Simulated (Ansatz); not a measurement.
Fields on a plane of PtS2 (CdI2 type)

```
PtS2
1.0
    3.55229     0.00000     0.00000
   -1.77615     3.07638     0.00000
    0.00000     0.00000     5.12797
Pt S
1 2
Direct
  0.00000   0.00000   0.00000
  0.33333   0.66667   0.23907
  0.66667   0.33333   0.76093
```

The slice is a (1 -1 0 0) plane (indices of the conventional cell) through the point (0.000, 0.000, 0.000) (fractional), spanned by u = [110] and v = [001] in vectors of this cell: u (3.55 Å) and v (5.13 Å, at 90° to u). It covers one period; positions are fractions (u, v).

Atoms on it: Pt at (0.00, 0.00).

Level of theory: r2SCAN+rVV10 (plane waves to 500 eV, PAW, scalar-relativistic; Ansatz, a program for electronic structure). k mesh 11×11×7. These are valence fields of a PAW run, semicore shells included where kept as valence: close to a nucleus they are smooth pseudo fields. PtS2 is run without spin polarisation. PtS2 was relaxed with its symmetry unable to fall. Spin-orbit coupling is left out, though Pt is heavy.

```
v \ u  0.00  0.14  0.27  0.41  0.55  0.68  0.82  0.95
-----  ----  ----  ----  ----  ----  ----  ----  ----
0.94      x  0.61  0.29  0.24  0.22  0.25  0.52     x
0.84   0.59  0.35  0.32  0.55  0.56  0.43  0.28  0.56
0.75   0.28  0.23  0.43  0.66  0.67  0.55  0.25  0.27
0.66   0.08  0.09  0.33  0.62  0.66  0.46  0.13  0.08
0.56   0.01  0.02  0.08  0.19  0.21  0.11  0.03  0.01
0.47   0.01  0.01  0.04  0.08  0.09  0.05  0.02  0.01
0.38   0.04  0.06  0.25  0.55  0.59  0.37  0.09  0.05
0.28   0.21  0.19  0.42  0.66  0.68  0.54  0.21  0.20
0.19   0.47  0.29  0.38  0.62  0.62  0.50  0.26  0.44
0.09      x  0.53  0.27  0.34  0.34  0.28  0.42  0.68
0.00      x     x  0.34  0.16  0.13  0.25  0.62     x
```

Values: electron localisation function (ELF). Points within 0.5 Å of a nucleus are blanked (x), as the pseudised field means little there.

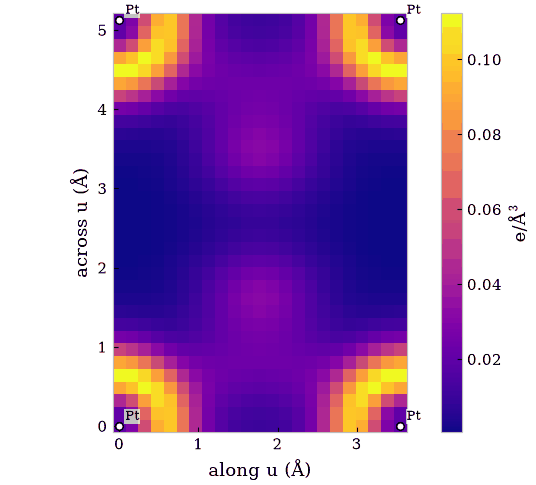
Figure: Density of the highest valence band (whole band, smooth part) in e/Å³, one period of the plane, atoms marked.
